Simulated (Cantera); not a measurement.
Charge: 1 mol MgCO3, a varied amount of H2, at 1750 K and 1 atm.

Cantera equilibrium calculation (NASA polynomials, part measured and part estimated; ideal gas, pure solids and liquids). Candidate condensed phases: C, C6H6, C7H8, C8H18, H2O, Mg, MgCO3, MgO, Mg(OH)2; 116 gas species. Kinetics and transport are ignored.

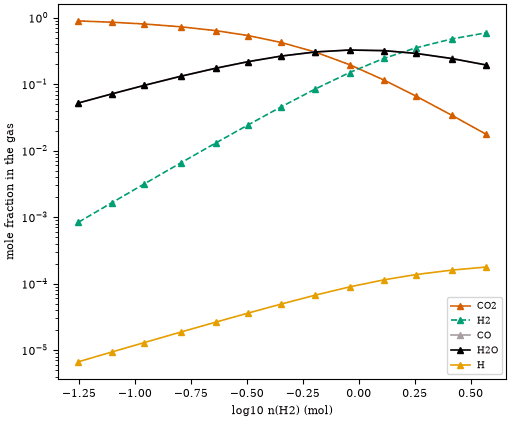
Figure. Equilibrium gas composition (values under 1e-9 drawn at 1e-9)

Task: Read off the mole fractions at 1.8 mol H2.

Result: H2 about 0.35, CO about 0.29, H2O about 0.29, CO2 about 0.066, H about 0.00014.
